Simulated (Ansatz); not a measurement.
What Na on a Li site does to Li

The parent structure is a 12-atom supercell of Li in the bcc (W type) structure (space group Im-3m, No. 229; a = 3.435 Å) at its relaxed geometry.

The change: one Li atom is replaced by Na, atoms relaxed at fixed cell, starting from a slightly rattled geometry.

The values are results of PBE (Ansatz, an electronic-structure program; PAW; 420 eV plane waves; no spin-orbit coupling), not measurements. Γ-centred 6×6×5 mesh, Fermi–Dirac width 0.05 eV.

The pressure goes from zero to 0.9 GPa and the largest displacement of a host atom from its site in the perfect cell comes out as 0.11 Å. The mean distance from the defect site to its nearest host atoms rises by 0.06 Å (2.97 Å → 3.03 Å).

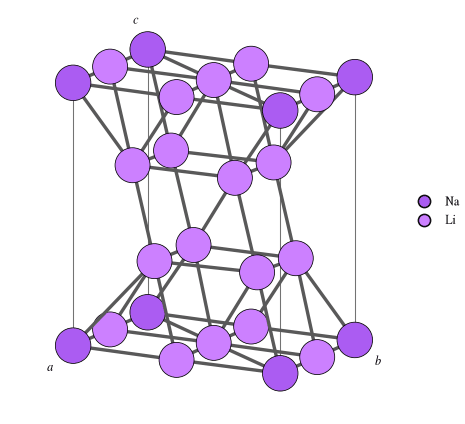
Fig. 1. The relaxed cell after the change

In so small a cell the defect repeats every few ångströms: this is an ordered compound, not a dilute defect. The defect cell is not spin-polarised.
